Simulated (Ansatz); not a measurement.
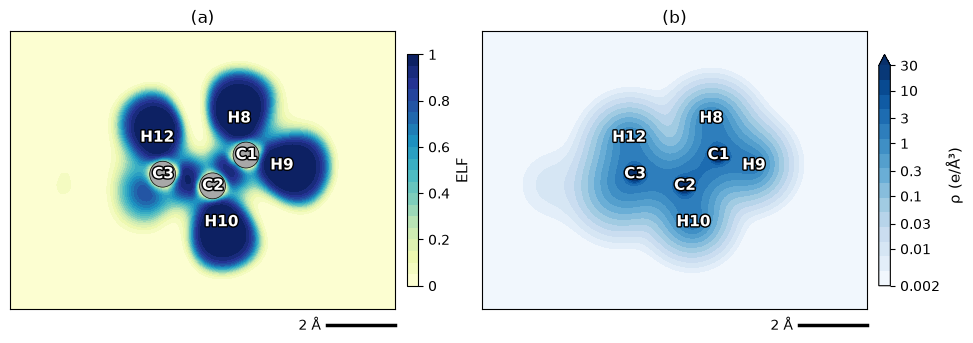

Figure. C3H5F3Ge. (a) electron localisation function; (b) total electron density on the plane of atoms C3, C2 and H10. Grey discs cover the atomic cores in the ELF map.

Geometry: PBE0-D4/def2-TZVP.

The calculation used Ansatz 0.2.0, RKS PBE0-D4/def2-TZVPP.

```xyz
12

C     0.5891   -0.9270    1.7901
C     0.8973   -0.2570    0.6892
C     0.2562   -0.4826   -0.6386
Ge   -0.9139    0.9782   -1.1146
F    -1.4663    0.9020   -2.7369
F    -2.3304    1.0593   -0.1546
F    -0.1601    2.5104   -0.9562
H    -0.1646   -1.7079    1.7907
H     1.0802   -0.7141    2.7315
H     1.6514    0.5246    0.7303
H     0.9911   -0.5520   -1.4453
H    -0.3529   -1.3890   -0.6515
```

Question: What do the fields say about this system?

Answer:
- The plane passes through C and H nuclei.
- C–C (1.33 Å): ρ is about 2.4 e/Å³ halfway; the ELF peaks at about 0.95 between the atoms (a short, multiple covalent bond).
- C–H (1.08 Å): ρ at the midpoint is about 2.1 e/Å³; the ELF climbs to about 1 towards the hydrogen, as it does in any bond to H (a covalent bond by its length).
- C–C (1.49 Å): ρ is about 1.7 e/Å³ halfway; the ELF peaks at about 0.95 between the atoms, as expected for a covalent bond.
